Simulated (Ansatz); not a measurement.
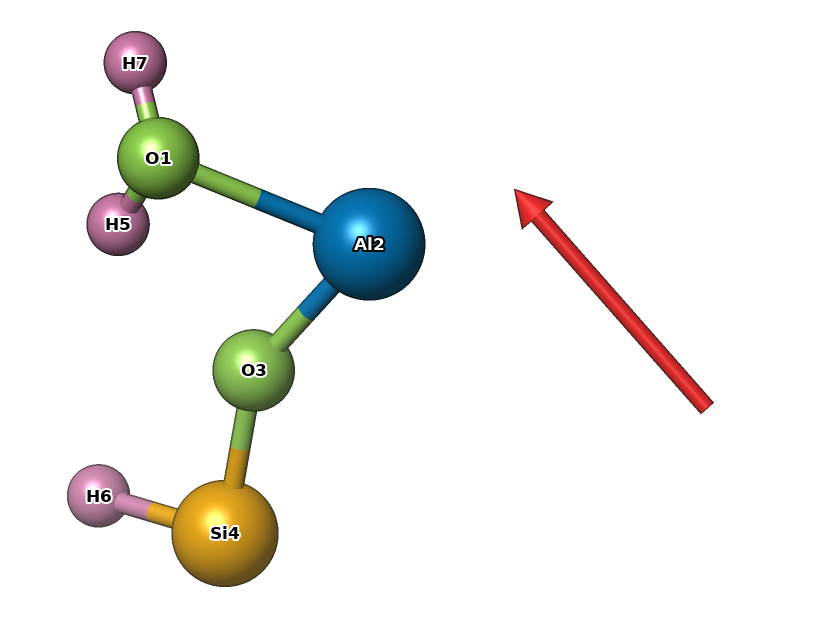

The arrow beside the molecule shows the direction of the dipole moment, from the negative to the positive end (its length means nothing). Computed geometry: PBE-D4/def2-SVP optimisation. No frequency run is at hand to confirm it as a minimum. Level of theory: RKS PBE-D4/def2-SVP (Ansatz 0.2.0).

### Estimate the dipole moment.

3.50 D; it points from the side of Si4 to the side of H7 (the outermost atoms at the two ends).
